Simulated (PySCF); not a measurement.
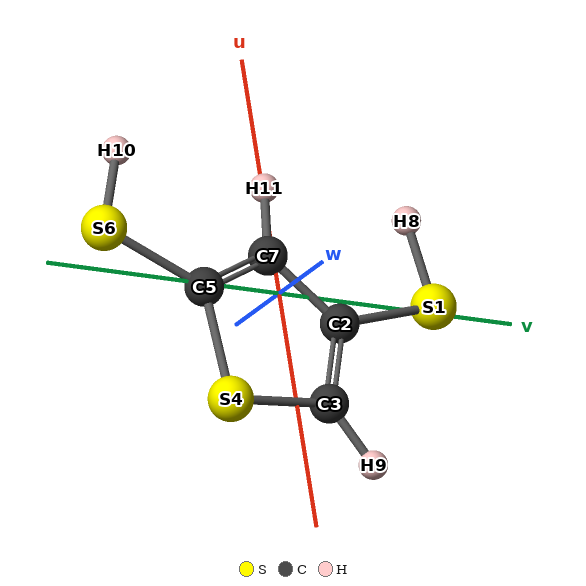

The lines u, v and w are the principal axes of the static dipole polarisability. Computed geometry: GFN2-xTB optimisation. No frequency run is at hand to confirm it as a minimum. Computed with CAM-B3LYP/def2-SVPD (PySCF 2.14.0).

**Along which axis is the molecule most polarisable, and along which least?**

Most along v (in the molecular plane, nearly parallel to the C3–S4 bond), least along w (normal to the molecular plane).

**Give the three principal values.**

u 108.4, v 142.3, w 69.4 bohr³; mean 106.7, anisotropy 63.2 bohr³.
